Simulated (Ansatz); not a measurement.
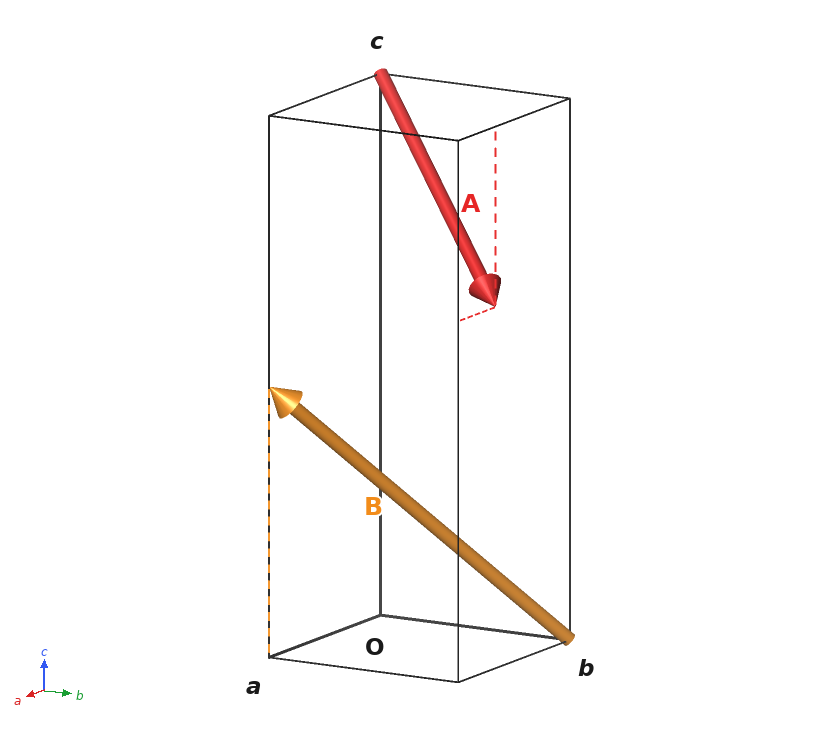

For TiO2, the geometry relaxed at fixed volume with DFT PBE+U, scalar-relativistic, plane waves, PAW in Ansatz 0.2.0: each arrow starts at a corner of the unit cell and ends on its surface; where a tip isn't a corner, dashed lines run from it parallel to the axes. Geometry calculated from the standardised cell; symmetry tolerance 0.002 Å.

a = 3.795 Å, b = 3.795 Å, c = 9.597 Å, α = 90.00°, β = 90.00°, γ = 90.00°.

**Give [uvw] of each arrow.**

Arrow A runs from (0, 0, 1) to (2/3, 1, 2/3), so [2 3 −1]; Arrow B runs from (0, 1, 0) to (1, 0, 1/2), so [2 −2 1].

**How long is the vector ua + vb + wc in each case, and what angles do the directions make?**

A 16.713 Å; B 14.399 Å. A–B: 120.2°.

**In I4_1/amd, No. 141, origin choice 1, how many directions are equivalent to A (Laue class 4/mmm, both senses counted)?**

16.
